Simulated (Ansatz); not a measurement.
| atom | x (Å) | y (Å) | z (Å) |
| --- | --- | --- | --- |
| In | -0.3142 | 0.3524 | -0.8348 |
| Br | 0.4917 | -0.9719 | 1.7880 |
| Cl | 0.4830 | -1.3836 | -2.2009 |
| Cl | -2.6166 | 0.1533 | -0.4170 |
| H | 1.3758 | 0.0770 | 2.1807 |
| H | 0.5802 | 1.7727 | -0.5160 |

Core potentials replace the inner electrons of In.

Method: RKS PBE0-D4/def2-SVP (Ansatz 0.2.0).

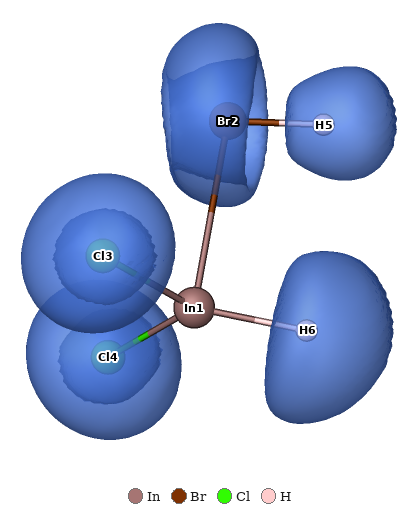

BrCl2H2In. Isosurface of the ELF at 0.8 (blue), seen at an oblique angle. Core shells and regions of very low density are left out.

Where are the electrons localised?

Answer. The ELF exceeds this value in two regions around hydrogen nuclei, one region wrapped around Br (its valence shell) and two regions wrapped around Cl (the valence shell of each). Along the contacts the grid gives the following. In–Cl (2.35 Å): the ELF peaks at about 0.85 in the valence shell of Cl, 0.8 Å from its nucleus, and drops to about 0.15 between the two atoms. In–Br (3.05 Å): the ELF peaks at about 0.85 in the valence shell of Br, 1.1 Å from its nucleus, and drops to about 0.10 between the two atoms.
